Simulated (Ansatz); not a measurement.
# Nudged elastic band, with input and output: AlSi₃₆H₁₇Cl₃ (part 1 of 4)

AlSi₃₆H₁₇Cl₃ (slab, 57 atoms in the cell), computed with DFT PBE, scalar-relativistic, plane waves, PAW, PAW set soft_1, spin-polarised (Ansatz 0.2.0).

One setting was made poor on purpose. The input holds or restrains some coordinates. It belongs to a series of runs on one base structure; here: band between the two ends.

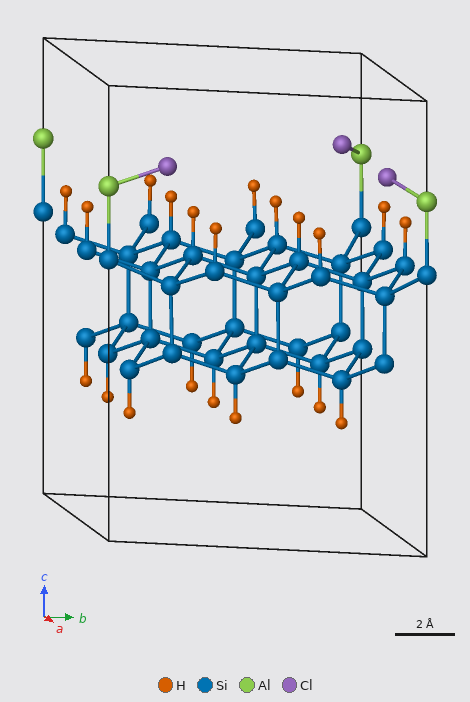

Fig. 1: The input geometry (ball-and-stick view of the cell of the calculation, with the vacuum cut short, seen slightly off an axis). An atom can appear more than once, as a periodic image.

### Input file
```yaml
crystal:
  lattice:
    - [11.518769, 0.0, 0.0]
    - [5.759385, 9.975547, 0.0]
    - [0.0, 0.0, 19.868765]
  atoms:
    - { symbol: H, position: [0.1111111, 0.1111111, 0.0503303] }
    - { symbol: H, position: [0.4444444, 0.1111111, 0.0503303] }
    - { symbol: H, position: [0.7777778, 0.1111111, 0.0503303] }
    - { symbol: H, position: [0.1111111, 0.4444444, 0.0503303] }
    - { symbol: H, position: [0.4444444, 0.4444444, 0.0503303] }
    - { symbol: H, position: [0.7777778, 0.4444444, 0.0503303] }
    - { symbol: H, position: [0.1111111, 0.7777778, 0.0503303] }
    - { symbol: H, position: [0.4444444, 0.7777778, 0.0503303] }
    - { symbol: H, position: [0.7777778, 0.7777778, 0.0503303] }
    - { symbol: Si, position: [0.1111111, 0.1111111, 0.1258256] }
    - { symbol: Si, position: [0.4444444, 0.1111111, 0.1258256] }
    - { symbol: Si, position: [0.7777778, 0.1111111, 0.1258256] }
    - { symbol: Si, position: [0.1111111, 0.4444444, 0.1258256] }
    - { symbol: Si, position: [0.4444444, 0.4444444, 0.1258256] }
    - { symbol: Si, position: [0.7777778, 0.4444444, 0.1258256] }
    - { symbol: Si, position: [0.1111111, 0.7777778, 0.1258256] }
    - { symbol: Si, position: [0.4444444, 0.7777778, 0.1258256] }
    - { symbol: Si, position: [0.7777778, 0.7777778, 0.1258256] }
    - { symbol: Si, position: [-0.11212502, 0.22257251, 0.16602279] }
    - { symbol: Si, position: [0.22120872, 0.22275938, 0.16437907] }
    - { symbol: Si, position: [0.55458204, 0.22272998, 0.16439713] }
    - { symbol: Si, position: [-0.11240244, 0.55621852, 0.16416416] }
    - { symbol: Si, position: [0.22121632, 0.55606605, 0.1643696] }
    - { symbol: Si, position: [0.55462728, 0.5562078, 0.16427125] }
    - { symbol: Si, position: [-0.11212799, 0.88959215, 0.16600299] }
    - { symbol: Si, position: [0.22087731, 0.88958519, 0.16599656] }
    - { symbol: Si, position: [0.55462566, 0.8892117, 0.16427476] }
    - { symbol: Si, position: [-0.10655801, 0.21626631, 0.28456227] }
    - { symbol: Si, position: [0.22380022, 0.22115942, 0.28217663] }
    - { symbol: Si, position: [0.55794763, 0.22094599, 0.2821912] }
    - { symbol: Si, position: [-0.10917033, 0.55448023, 0.28184643] }
    - { symbol: Si, position: [0.22382511, 0.55482073, 0.28215816] }
    - { symbol: Si, position: [0.55707767, 0.55460713, 0.28198256] }
    - { symbol: Si, position: [-0.10652813, 0.89006306, 0.28452817] }
    - { symbol: Si, position: [0.21897971, 0.89039206, 0.28450167] }
    - { symbol: Si, position: [0.55707855, 0.88815051, 0.28198983] }
    - { symbol: Si, position: [-0.0006757, 0.00026943, 0.33300466] }
    - { symbol: Si, position: [0.33298902, -0.00013379, 0.3215898] }
    - { symbol: Si, position: [0.66714805, -0.00046626, 0.32156585] }
    - { symbol: Si, position: [-0.00028009, 0.33332174, 0.32148515] }
    - { symbol: Si, position: [0.33363349, 0.33311788, 0.32097525] }
    - { symbol: Si, position: [0.6671179, 0.33325463, 0.32157662] }
    - { symbol: Si, position: [-0.00025069, 0.66680233, 0.32145864] }
    - { symbol: Si, position: [0.33300488, 0.66698902, 0.32158039] }
    - { symbol: Si, position: [0.66678426, 0.66655895, 0.32091416] }
    - { symbol: H, position: [0.3354169, 0.00267975, 0.39688418] }
    - { symbol: H, position: [0.66183537, 0.002347, 0.39686804] }
    - { symbol: H, position: [0.00237369, 0.33604249, 0.39678641] }
    - { symbol: H, position: [0.33342177, 0.33326024, 0.39648148] }
    - { symbol: H, position: [0.66175454, 0.33584885, 0.39687933] }
    - { symbol: H, position: [0.00244459, 0.66144709, 0.39675367] }
    - { symbol: H, position: [0.3354439, 0.66178832, 0.39687416] }
    - { symbol: H, position: [0.6667018, 0.66663392, 0.39639914] }
    - { symbol: Al, position: [0.99984042, -0.00021628, 0.46098163] }
    - { symbol: Cl, position: [0.89650907, -0.10326895, 0.4923337] }
    - { symbol: Cl, position: [1.20641918, -0.10313514, 0.49203517] }
    - { symbol: Cl, position: [0.89704286, 0.20603121, 0.49249318] }
magnetization:
  spin_polarized: true
basis:
  ecutwfc: 420.0
kpoints:
  mp_grid: { grid: [1, 1, 1] }
hamiltonian:
  xc: pbe
  pseudopotentials: { kind: paw, azcp: { folder: soft_1 } }
scf:
  occupations: { method: gaussian, width: 0.02 }
  lower_state_search: "off"
  max_iter: 88
neb:
  images: 3
  f_tol: 0.4
  max_iterations: 50
  order_check: false
  constraints:
    - { sites: [0, 1, 2, 3, 4, 5, 6, 7, 8, 9, 10, 11, 12, 13, 14, 15, 16, 17] }
  final_atoms:
    - { symbol: H, position: [0.11111111, 0.11111111, 0.05033025] }
    - { symbol: H, position: [0.44444446, 0.11111111, 0.05033025] }
    - { symbol: H, position: [0.77777781, 0.11111111, 0.05033025] }
    - { symbol: H, position: [0.11111111, 0.44444444, 0.05033025] }
    - { symbol: H, position: [0.44444445, 0.44444444, 0.05033025] }
    - { symbol: H, position: [0.7777778, 0.44444444, 0.05033025] }
    - { symbol: H, position: [0.1111111, 0.77777778, 0.05033025] }
    - { symbol: H, position: [0.44444445, 0.77777778, 0.05033025] }
    - { symbol: H, position: [0.77777779, 0.77777778, 0.05033025] }
    - { symbol: Si, position: [0.11111111, 0.11111111, 0.12582564] }
    - { symbol: Si, position: [0.44444446, 0.11111111, 0.12582564] }
    - { symbol: Si, position: [0.77777781, 0.11111111, 0.12582564] }
    - { symbol: Si, position: [0.11111111, 0.44444444, 0.12582564] }
    - { symbol: Si, position: [0.44444445, 0.44444444, 0.12582564] }
    - { symbol: Si, position: [0.7777778, 0.44444444, 0.12582564] }
    - { symbol: Si, position: [0.1111111, 0.77777778, 0.12582564] }
    - { symbol: Si, position: [0.44444445, 0.77777778, 0.12582564] }
    - { symbol: Si, position: [0.77777779, 0.77777778, 0.12582564] }
    - { symbol: Si, position: [-0.11055022, 0.22091156, 0.1658861] }
    - { symbol: Si, position: [0.2226351, 0.22118473, 0.16483677] }
    - { symbol: Si, position: [0.5560452, 0.22117835, 0.16485914] }
    - { symbol: Si, position: [-0.11092466, 0.55462581, 0.16399488] }
    - { symbol: Si, position: [0.22259038, 0.55466252, 0.16486909] }
    - { symbol: Si, position: [0.55610866, 0.55465573, 0.16399566] }
    - { symbol: Si, position: [-0.11051183, 0.88784704, 0.16577995] }
    - { symbol: Si, position: [0.22251947, 0.8878584, 0.16581768] }
    - { symbol: Si, position: [0.556158, 0.88756605, 0.1639241] }
    - { symbol: Si, position: [-0.10945496, 0.21912586, 0.28432739] }
    - { symbol: Si, position: [0.22133531, 0.22363089, 0.28296904] }
    - { symbol: Si, position: [0.55524149, 0.22362759, 0.28301057] }
    - { symbol: Si, position: [-0.11171579, 0.55700127, 0.28148358] }
    - { symbol: Si, position: [0.22101778, 0.55804706, 0.28301444] }
    - { symbol: Si, position: [0.55475583, 0.55711322, 0.28147562] }
    - { symbol: Si, position: [-0.10977567, 0.89329788, 0.28415306] }
    - { symbol: Si, position: [0.21667018, 0.89331323, 0.28421295] }
    - { symbol: Si, position: [0.55470453, 0.89070688, 0.2813915] }
    - { symbol: Si, position: [0.00030123, -0.00080498, 0.33235313] }
    - { symbol: Si, position: [0.33387455, -0.00108036, 0.32156867] }
    - { symbol: Si, position: [0.66718461, -0.0011437, 0.32153785] }
    - { symbol: Si, position: [-0.00076263, 0.33339177, 0.3217321] }
    - { symbol: Si, position: [0.33318957, 0.33354847, 0.32175762] }
    - { symbol: Si, position: [0.66721773, 0.33352373, 0.32171812] }
    - { symbol: Si, position: [-0.00126388, 0.66729171, 0.32157463] }
    - { symbol: Si, position: [0.33371047, 0.66732616, 0.32164789] }
    - { symbol: Si, position: [0.66658969, 0.66669775, 0.32027838] }
    - { symbol: H, position: [0.33873701, -0.001513, 0.39683958] }
    - { symbol: H, position: [0.66281632, -0.00154661, 0.39682003] }
    - { symbol: H, position: [-0.00104233, 0.33786849, 0.3970137] }
    - { symbol: H, position: [0.33328904, 0.33336892, 0.39723159] }
    - { symbol: H, position: [0.66292178, 0.33817824, 0.3969888] }
    - { symbol: H, position: [-0.00156552, 0.66281367, 0.39684593] }
    - { symbol: H, position: [0.33832952, 0.66298189, 0.39693559] }
    - { symbol: H, position: [0.66661831, 0.66657748, 0.39579734] }
    - { symbol: Al, position: [1.00010992, -0.00048173, 0.45931091] }
    - { symbol: Cl, position: [1.1019391, -0.20736878, 0.4899184] }
    - { symbol: Cl, position: [1.10470387, 0.10166848, 0.49015745] }
    - { symbol: Cl, position: [0.79325392, 0.10459697, 0.4900786] }
```

Machine: 4 threads of Arm Neoverse V2, 24 GiB of memory available, shared host.

Run as:
```bash
ansatz run input.yaml --threads 4 --pin off --max-ram 10240MiB --backend cpu --events-out ev --progress --plain --runs-dir out
```

### What the program printed
```
Warning: neb: disabling space-group detection — the band's intermediate images generally break the endpoint symmetry, so no spatial operation reduces the k-mesh or symmetrises the density, except that a semilocal band can use its path's symmetry ahead of convergence; time reversal is kept, so that k and −k are solved as one point where they differ and the mesh holds both, and exact exchange and, on two spinor components, a DFT+U term hold to it where the run has them: on two components no moment then forms, and a state that bears one, which a typed moment (crystal.atoms[].spin; refused beside efield: under a hybrid functional) reaches, can lie lower, under hf by electronvolts; crystal.symmetry.detect: false (a key that needs symmetry detection or time reversal refuses this as the deck is read) with time_reversal: false beside it drops time reversal too
Engine: ansatz 0.2.0, aarch64-unknown-linux-gnu
Pseudopotentials: kind: paw
Pseudopotential: H, paw, valence charge 1, recommended cutoff 420 eV (normal), [file]
Pseudopotential: Si, paw, valence charge 4, recommended cutoff 420 eV (normal), [file]
Pseudopotential: Al, paw, valence charge 3, recommended cutoff 420 eV (normal), [file]
Pseudopotential: Cl, paw, valence charge 7, recommended cutoff 420 eV (normal), [file]
Functional definition: PBE
  parameter kappa = 0.804
  parameter beta = 0.06672455060314922
  exchange = pbe_x(kappa = kappa, mu = beta*pi^2/3)
  correlation = pbe_c(beta = beta)
parallel-image band execution: 3 concurrent image workers
NEB image 0
Crystal: 57 atoms, lattice volume = 2283.041 Å³
Basis set: ecut = 420 eV, 44617 PW (Γ), exchange–correlation on 160×160×270 points (8 copies of the dense FFT grid, shifted against one another)
Bands: 150, of which v1, the nominal top of the filled ones, is band 93 counted from 1 (92 counted from 0)
Symmetry: 1 space group operations
k-points: 1
Non-local potential: H, projectors of the file, l = 0: 2, l = 1: 1
Non-local potential: Si, projectors of the file, l = 0: 2, l = 1: 2, l = 2: 1
Non-local potential: Al, projectors of the file, l = 0: 2, l = 1: 2, l = 2: 1
Non-local potential: Cl, projectors of the file, l = 0: 2, l = 1: 2, l = 2: 1
PAW form: soft (Blöchl's): semilocal exchange-correlation on the pseudo side does not see the compensation charge
PAW one-centre angular grid: H, 110 points (default); XC on 64 Gauss nodes
PAW one-centre angular grid: Si, 110 points (default); XC on 64 Gauss nodes
PAW one-centre angular grid: Al, 110 points (default); XC on 64 Gauss nodes
PAW one-centre angular grid: Cl, 110 points (default); XC on 64 Gauss nodes
Initial density: superposition of atomic densities (neutral atoms: chi_scale 0, normalization atom)
Initial wavefunctions: pseudopotential atomic-orbital guess
Functional: x = pbe(κ = 0.804, μ = 0.2195149727645171), c = pbe(β = 0.06672455060314922)
SCF iter   1: F=—  HF=-26941.902475 eV  |F-HF|=—  |Δ(HF+E_count)|=         —  Δρ=1.92e-2 (↑1.92e-2 ↓1.92e-2)  dr2=3.12e1  dr2_m=0.00e0  M=0.000 μB ∫|m|=0.000 μB  β_m=0.30  ethr=3.10e-3  ⟨swp⟩=8.0  Hψ=840  notcnv=0  defer=20
preconditioner: auto → Resta (q_TF=auto, 1.795 Å⁻¹)  ε∞=2.5  [insulator: Δε(μ)=1.740 eV  Ē_g=8.630 eV  σ=0.020 eV  W_gap=0.50  n_scr=244 (ndim 8)  ℏωp=10.4 eV  f_vac=0.480  D(μ)=56.42/eV (n_scr^D=372)  ε∞_Penn≈2.5  vacuum switching on, ρ_ref=5.4e-3 e/Å³]
spin=Collinear: Resta preconditioning applied to the charge; magnetization (m = ρ↑ − ρ↓) channel mixes plain (no charge-response kernel on spin).
SCF iter   2: F=—  HF=-26937.054905 eV  |F-HF|=—  |Δ(HF+E_count)|=    4.85e0  Δρ=1.32e-2 (↑1.32e-2 ↓1.32e-2)  dr2=1.50e1  dr2_m=0.00e0  M=0.000 μB ∫|m|=0.000 μB  β_m=0.63  ethr=3.10e-3  ⟨swp⟩=3.0  Hψ=263  notcnv=0  defer=41
SCF iter   3: F=—  HF=-26932.944329 eV  |F-HF|=—  |Δ(HF+E_count)|=    4.11e0  Δρ=1.32e-3 (↑1.32e-3 ↓1.32e-3)  dr2=8.92e-1  dr2_m=0.00e0  M=0.000 μB ∫|m|=0.000 μB  β_m=0.58  ethr=3.10e-3  ⟨swp⟩=3.0  Hψ=293  notcnv=0  defer=41
SCF iter   4: F=—  HF=-26932.893401 eV  |F-HF|=—  |Δ(HF+E_count)|=   5.09e-2  Δρ=7.85e-4 (↑7.85e-4 ↓7.85e-4)  dr2=2.65e-1  dr2_m=0.00e0  M=0.000 μB ∫|m|=0.000 μB  β_m=0.54  ethr=4.82e-4  ⟨swp⟩=3.0  Hψ=187  notcnv=0  defer=50
SCF iter   5: F=—  HF=-26932.883164 eV  |F-HF|=—  |Δ(HF+E_count)|=   1.02e-2  Δρ=3.73e-4 (↑3.73e-4 ↓3.73e-4)  dr2=1.89e-2  dr2_m=0.00e0  M=0.000 μB ∫|m|=0.000 μB  β_m=0.61  ethr=1.43e-4  ⟨swp⟩=3.0  Hψ=151  notcnv=0  defer=50
SCF iter   6: F=—  HF=-26932.892012 eV  |F-HF|=—  |Δ(HF+E_count)|=   8.85e-3  Δρ=1.35e-4 (↑1.35e-4 ↓1.35e-4)  dr2=2.41e-3  dr2_m=0.00e0  M=0.000 μB ∫|m|=0.000 μB  β_m=0.66  ethr=1.02e-5  ⟨swp⟩=2.0  Hψ=168  notcnv=0  defer=50
SCF iter   7: F=—  HF=-26932.893993 eV  |F-HF|=—  |Δ(HF+E_count)|=   1.98e-3  Δρ=3.10e-5 (↑3.10e-5 ↓3.10e-5)  dr2=1.27e-4  dr2_m=0.00e0  M=0.000 μB ∫|m|=0.000 μB  β_m=0.69  ethr=1.30e-6  ⟨swp⟩=2.0  Hψ=191  notcnv=0  defer=50
SCF iter   8: F=—  HF=-26932.894116 eV  |F-HF|=—  |Δ(HF+E_count)|=   1.23e-4  Δρ=1.00e-5 (↑1.00e-5 ↓1.00e-5)  dr2=1.12e-5  dr2_m=0.00e0  M=0.000 μB ∫|m|=0.000 μB  β_m=0.74  ethr=6.84e-8  ⟨swp⟩=2.0  Hψ=193  notcnv=0  defer=50
SCF iter   9: F=—  HF=-26932.894973 eV  |F-HF|=—  |Δ(HF+E_count)|=   8.57e-4  Δρ=3.02e-6 (↑3.02e-6 ↓3.02e-6)  dr2=3.36e-6  dr2_m=0.00e0  M=0.000 μB ∫|m|=0.000 μB  β_m=0.68  ethr=6.05e-9  ⟨swp⟩=2.0  Hψ=240  notcnv=0  defer=50
SCF iter  10: F=—  HF=-26932.894973 eV  |F-HF|=—  |Δ(HF+E_count)|=   2.06e-7  Δρ=1.09e-6 (↑1.09e-6 ↓1.09e-6)  dr2=2.10e-7  dr2_m=0.00e0  M=0.000 μB ∫|m|=0.000 μB  β_m=0.69  ethr=1.81e-9  ⟨swp⟩=2.0  Hψ=162  notcnv=0  defer=50
SCF iter  11: F=-26932.894974 eV  HF=-26932.894974 eV  |F-HF|=2.01e-8  |Δ(HF+E_count)|=   1.21e-7  Δρ=3.55e-7 (↑3.55e-7 ↓3.55e-7)  dr2=1.39e-8  dr2_m=0.00e0  M=0.000 μB ∫|m|=0.000 μB  ethr=5.41e-11  ⟨swp⟩=4.0  Hψ=411  notcnv=0
SCF 1 converged in 11 iterations: F = -26932.894974 eV  dr2 = 1.39e-8
  greatest PAW one-centre occupation: 0.903 electrons in one spin orbital (limit 2), on the Cl atom at site 55 (counted from 0), in its partial waves of l = 0
NSCF: frozen V_eff on 1 k-points
NEB image 4
SCF iter   1: F=—  HF=-26941.918828 eV  |F-HF|=—  |Δ(HF+E_count)|=         —  Δρ=1.92e-2 (↑1.92e-2 ↓1.92e-2)  dr2=3.12e1  dr2_m=0.00e0  M=0.000 μB ∫|m|=0.000 μB  β_m=0.30  ethr=3.10e-3  ⟨swp⟩=8.0  Hψ=838  notcnv=0  defer=19
preconditioner: auto → Resta (q_TF=auto, 1.795 Å⁻¹)  ε∞=2.5  [insulator: Δε(μ)=1.742 eV  Ē_g=8.630 eV  σ=0.020 eV  W_gap=0.50  n_scr=244 (ndim 8)  ℏωp=10.4 eV  f_vac=0.481  D(μ)=56.42/eV (n_scr^D=372)  ε∞_Penn≈2.5  vacuum switching on, ρ_ref=5.4e-3 e/Å³]
spin=Collinear: Resta preconditioning applied to the charge; magnetization (m = ρ↑ − ρ↓) channel mixes plain (no charge-response kernel on spin).
SCF iter   2: F=—  HF=-26937.082308 eV  |F-HF|=—  |Δ(HF+E_count)|=    4.84e0  Δρ=1.32e-2 (↑1.32e-2 ↓1.32e-2)  dr2=1.50e1  dr2_m=0.00e0  M=0.000 μB ∫|m|=0.000 μB  β_m=0.63  ethr=3.10e-3  ⟨swp⟩=3.0  Hψ=263  notcnv=0  defer=41
SCF iter   3: F=—  HF=-26932.985763 eV  |F-HF|=—  |Δ(HF+E_count)|=    4.10e0  Δρ=1.34e-3 (↑1.34e-3 ↓1.34e-3)  dr2=9.59e-1  dr2_m=0.00e0  M=0.000 μB ∫|m|=0.000 μB  β_m=0.57  ethr=3.10e-3  ⟨swp⟩=3.0  Hψ=197  notcnv=0  defer=41
SCF iter   4: F=—  HF=-26932.935309 eV  |F-HF|=—  |Δ(HF+E_count)|=   5.05e-2  Δρ=8.05e-4 (↑8.05e-4 ↓8.05e-4)  dr2=2.84e-1  dr2_m=0.00e0  M=0.000 μB ∫|m|=0.000 μB  β_m=0.53  ethr=5.18e-4  ⟨swp⟩=3.0  Hψ=202  notcnv=0  defer=50
SCF iter   5: F=—  HF=-26932.920338 eV  |F-HF|=—  |Δ(HF+E_count)|=   1.50e-2  Δρ=3.80e-4 (↑3.80e-4 ↓3.80e-4)  dr2=1.87e-2  dr2_m=0.00e0  M=0.000 μB ∫|m|=0.000 μB  β_m=0.63  ethr=1.54e-4  ⟨swp⟩=3.0  Hψ=149  notcnv=0  defer=50
SCF iter   6: F=—  HF=-26932.929818 eV  |F-HF|=—  |Δ(HF+E_count)|=   9.48e-3  Δρ=1.33e-4 (↑1.33e-4 ↓1.33e-4)  dr2=2.58e-3  dr2_m=0.00e0  M=0.000 μB ∫|m|=0.000 μB  β_m=0.65  ethr=1.01e-5  ⟨swp⟩=2.0  Hψ=169  notcnv=0  defer=50
SCF iter   7: F=—  HF=-26932.931466 eV  |F-HF|=—  |Δ(HF+E_count)|=   1.65e-3  Δρ=3.05e-5 (↑3.05e-5 ↓3.05e-5)  dr2=1.20e-4  dr2_m=0.00e0  M=0.000 μB ∫|m|=0.000 μB  β_m=0.70  ethr=1.39e-6  ⟨swp⟩=2.0  Hψ=189  notcnv=0  defer=50
SCF iter   8: F=—  HF=-26932.931599 eV  |F-HF|=—  |Δ(HF+E_count)|=   1.32e-4  Δρ=9.55e-6 (↑9.55e-6 ↓9.55e-6)  dr2=1.05e-5  dr2_m=0.00e0  M=0.000 μB ∫|m|=0.000 μB  β_m=0.73  ethr=6.51e-8  ⟨swp⟩=2.0  Hψ=193  notcnv=0  defer=50
SCF iter   9: F=—  HF=-26932.932421 eV  |F-HF|=—  |Δ(HF+E_count)|=   8.22e-4  Δρ=2.95e-6 (↑2.95e-6 ↓2.95e-6)  dr2=3.17e-6  dr2_m=0.00e0  M=0.000 μB ∫|m|=0.000 μB  β_m=0.67  ethr=5.65e-9  ⟨swp⟩=2.0  Hψ=240  notcnv=0  defer=50
[...]
  greatest PAW one-centre occupation: 0.903 electrons in one spin orbital (limit 2), on the Cl atom at site 54 (counted from 0), in its partial waves of l = 0
NSCF: frozen V_eff on 1 k-points
NEB end point (image 0): max|allowed force component| = 1.995e-2 eV/Å (the criterion of neb.relax_end_points is 8.000e-2)
NEB end point (image 4): max|allowed force component| = 1.751e-2 eV/Å (the criterion of neb.relax_end_points is 8.000e-2)
NEB image 1
preconditioner: auto → Resta (q_TF=auto, 1.795 Å⁻¹)  ε∞=2.4  [insulator: Δε(μ)=1.770 eV  Ē_g=8.696 eV  σ=0.020 eV  W_gap=0.50  n_scr=244 (ndim 8)  ℏωp=10.4 eV  f_vac=0.482  D(μ)=56.42/eV (n_scr^D=372)  ε∞_Penn≈2.4  vacuum switching on, ρ_ref=5.5e-3 e/Å³]
spin=Collinear: Resta preconditioning applied to the charge; magnetization (m = ρ↑ − ρ↓) channel mixes plain (no charge-response kernel on spin).
  greatest PAW one-centre occupation: 0.906 electrons in one spin orbital (limit 2), on the Cl atom at site 56 (counted from 0), in its partial waves of l = 0
NEB image 2
preconditioner: auto → Resta (q_TF=auto, 1.795 Å⁻¹)  ε∞=2.4  [insulator: Δε(μ)=1.786 eV  Ē_g=8.721 eV  σ=0.020 eV  W_gap=0.50  n_scr=244 (ndim 8)  ℏωp=10.4 eV  f_vac=0.483  D(μ)=56.42/eV (n_scr^D=372)  ε∞_Penn≈2.4  vacuum switching on, ρ_ref=5.5e-3 e/Å³]
spin=Collinear: Resta preconditioning applied to the charge; magnetization (m = ρ↑ − ρ↓) channel mixes plain (no charge-response kernel on spin).
  greatest PAW one-centre occupation: 0.908 electrons in one spin orbital (limit 2), on the Cl atom at site 56 (counted from 0), in its partial waves of l = 0
```
